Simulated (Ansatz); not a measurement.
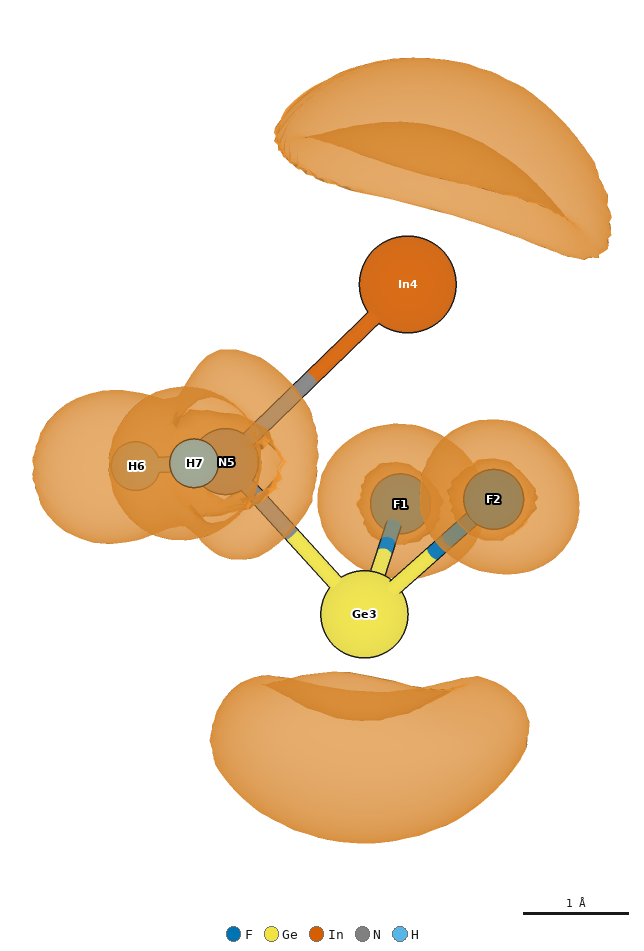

Figure 1: F2GeH2InN. Isosurface of the electron localisation function at 0.75 (orange), seen at a tilt. Core shells and regions of very low density are left out.

Geometry: BLYP-D3(BJ)/def2-SVP; core potentials replace the inner electrons of In.

The calculation used isolated molecule in a Gaussian basis; Kohn-Sham density functional theory, functional PBE0 (Ansatz).

```xyz
7

F    -1.9642    2.8823    1.6876
F     0.5727    2.8375    2.3846
Ge   -0.3310    3.0183    0.7187
In   -1.0439    1.1160    3.1912
N    -0.3773    0.9855    0.7562
H    -1.0594    0.5808    0.0946
H     0.5332    0.5524    0.5322
```

### Where are the electrons localised?

The ELF exceeds this value in one lobe on Ge, pointing away from the bonds (lone pairs), one lobe on In, pointing away from the bonds (lone pairs), two regions wrapped around F (the valence shell of each) and one joined region spread over several atoms (H, N), in which their bonds and any lone pairs are merged. Profiles from the grid: Ge–F (1.90 Å): the ELF peaks at about 0.85 in the valence shell of F, 0.5 Å from its nucleus, and is about 0.25 at the midpoint. Ge–N (2.03 Å): the ELF peaks at about 0.90 in the valence shell of N, 0.7 Å from its nucleus, and is about 0.55 at the midpoint.
